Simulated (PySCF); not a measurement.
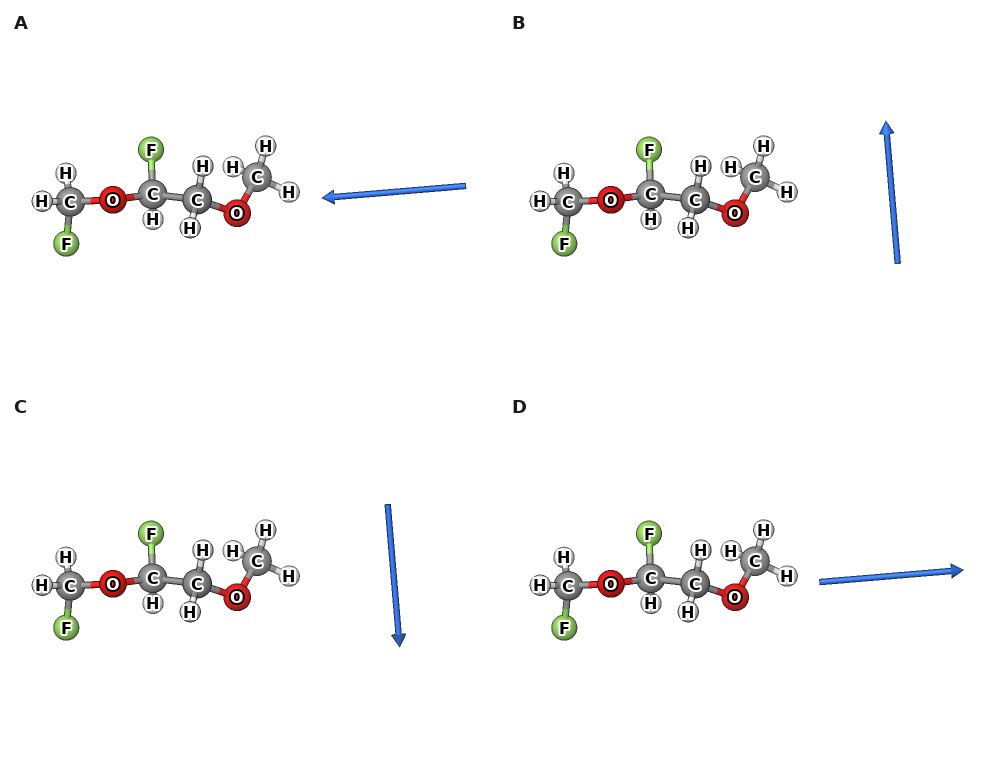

The same molecule four times, each with an arrow. The geometry was computed by an optimisation with GFN2-xTB. No frequency run is at hand to confirm it as a minimum. Level of theory: CAM-B3LYP/def2-SVPD, gas phase (PySCF 2.14.0).

Question: Which arrow points along the dipole moment, from the negative to the positive end?

Answer: B. The dipole moment is 1.31 D.
